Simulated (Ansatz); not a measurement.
AlN2H5 and related structures: several calculations on one system

### Relaxation

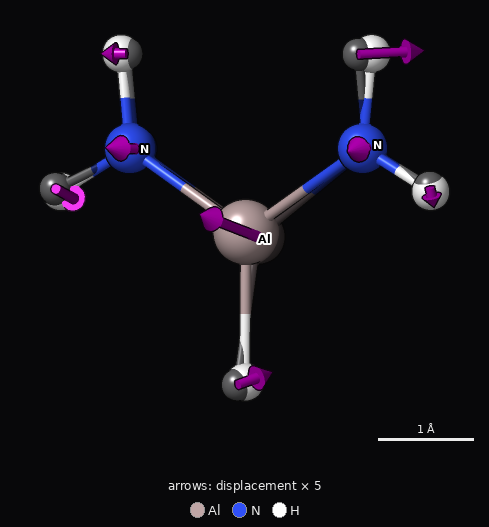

This is a relaxation of AlN2H5. The starting structure is drawn faded, the final one solid; purple arrows show the displacements, 5 times their true length. The two geometries are superimposed by the best rigid fit.

The picture is a ball-and-stick view, seen from a free direction.

It is one of the separated products of a reaction.

These are results of RKS PBE0-D4/def2-TZVP in Ansatz, not measurements. Settings: force threshold 0.005 eV/Å; at most 200 steps.

Q: What happened in the run?

A: The largest move after the best rigid fit is that of the Al atom, 0.20 Å. Largest moves by element: Al 0.20 Å, H 0.16 Å, N 0.09 Å. Some distances before and after: Al–N 1.789 → 1.769 Å, Al–H 1.589 → 1.580 Å. Among the angles between lasting bonds that change: N–Al–N 116.8° → 120.4°. After 5 geometry steps the energy has fallen by 0.125 eV. The largest force component goes from 0.94 to 0.0022 eV/Å.

### Relaxation

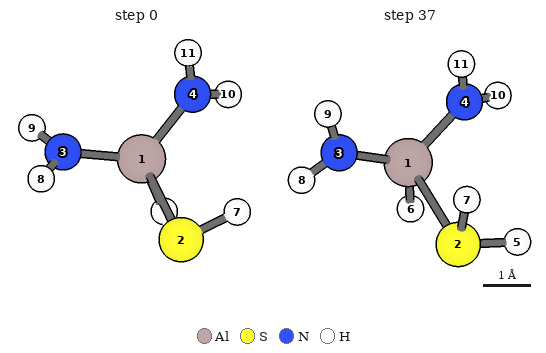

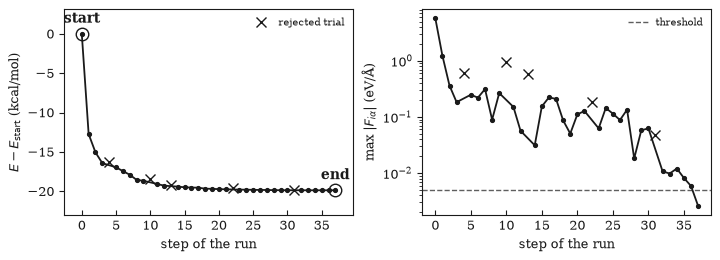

First and last geometry of a relaxation of AlN₂H₇S (started from a transition state, displaced along its imaginary mode), with the history of the run. A ball-and-stick model, seen at a tilt.

Theory: RKS PBE0-D4/def2-TZVP (Ansatz).

The input:
```yaml
crystal:
  periodic: [false, false, false]
  atoms:
    - {symbol: Al, position_ang: [-0.293752, -0.220643, -0.213677]}
    - {symbol: S, position_ang: [1.189877, 1.840410, -0.418952]}
    - {symbol: N, position_ang: [0.817529, -1.449051, -0.911633]}
    - {symbol: N, position_ang: [-0.977551, -0.371764, 1.425753]}
    - {symbol: H, position_ang: [0.085653, 1.699583, -0.882528]}
    - {symbol: H, position_ang: [-1.213521, 0.727331, -1.081530]}
    - {symbol: H, position_ang: [0.725313, 2.325620, 0.751668]}
    - {symbol: H, position_ang: [1.686712, -1.292730, -1.388001]}
    - {symbol: H, position_ang: [0.478129, -2.373977, -1.112043]}
    - {symbol: H, position_ang: [-1.840325, 0.079519, 1.661461]}
    - {symbol: H, position_ang: [-0.658164, -0.964197, 2.169484]}
basis:
  gaussian: {orbitals: def2-TZVP}
hamiltonian: {xc: pbe0, dispersion: d4}
relax: {f_tol: 0.005, max_steps: 200}
```

Command:
```bash
ansatz run in.yaml --threads 4 --pin off --events-out ev --progress --plain --max-ram 9574MiB
```

Q: Read the history and describe the run.

A: It converged. Over 32 accepted moves (37 points after the start) the energy falls by 19.9 kcal/mol. Largest force component: 5.8 eV/Å at the start, 0.0026 eV/Å at the end. The line search rejected the trial steps at points 4, 10, 13, 22, 31 of the run. The atom that moves furthest after the best rigid fit is H5 (1.45 Å). Largest moves by element: H 1.45 Å, Al 0.37 Å, S 0.31 Å, N 0.21 Å. Near-neighbour distances that change, for instance: S2–H5 1.206 → 1.344 Å, Al1–S2 2.548 → 2.681 Å, Al1–H6 1.580 → 1.589 Å, S2–H7 1.350 → 1.342 Å. Among the angles between lasting bonds that change: Al1–S2–H5 53.4° → 99.3°, S2–Al1–H6 79.0° → 93.9°, S2–Al1–N4 111.5° → 100.2°. Groups turn about Al1–S2 by about 70°, Al1–N3 by about 65°.

### Reaction

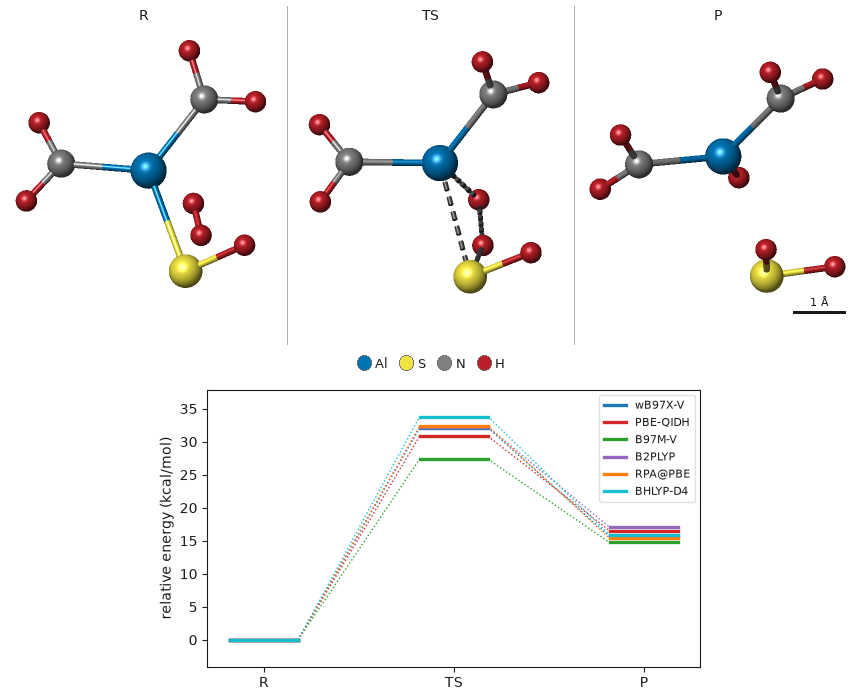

A reaction step of AlN2H7S, with its energy diagram. The picture is a ball-and-stick view, seen face on. Dashed sticks mark bonds that form or break.

Stationary points at PBE0-D4/def2-TZVP, single-point energies with wB97X-V, PBE-QIDH, B97M-V, B2PLYP, RPA@PBE, BHLYP-D4 (def2-TZVPP where no basis is named; Ansatz 0.2.0). The energies are electronic, without zero-point or thermal terms, and both ends are the minima reached downhill from the saddle, with any fragments still in contact.

### Describe the step and its energetics.

Counted by bonded pieces, R holds AlH₅SN₂ + H₂ and P holds AlH₅N₂ + H₂S. From R over the saddle to P, bonds form: Al–H (3.16 → 1.70 → 1.59 Å), H–S (3.33 → 1.56 → 1.34 Å). Bonds break: Al–S (2.19 → 2.45 → 2.68 Å), H–H (0.75 → 1.20 → 3.50 Å). The saddle has one imaginary mode, 865i cm⁻¹. With wB97X-V the barrier is 32.1 kcal/mol from R and 16.4 kcal/mol from P, and P lies 15.7 kcal/mol above R.

| level | barrier from R (kcal/mol) | barrier from P (kcal/mol) | P less R (kcal/mol) |
| --- | --- | --- | --- |
| wB97X-V | 32.1 | 16.4 | 15.7 |
| PBE-QIDH | 30.8 | 14.3 | 16.5 |
| B97M-V | 27.4 | 12.6 | 14.7 |
| B2PLYP | 32.2 | 15.1 | 17.1 |
| RPA@PBE | 32.4 | 17.0 | 15.4 |
| BHLYP-D4 | 33.8 | 17.9 | 15.9 |

Limits of the set-up: the start holds two separate molecules, 3.0 Å apart at their closest, whose relative position is a soft coordinate.
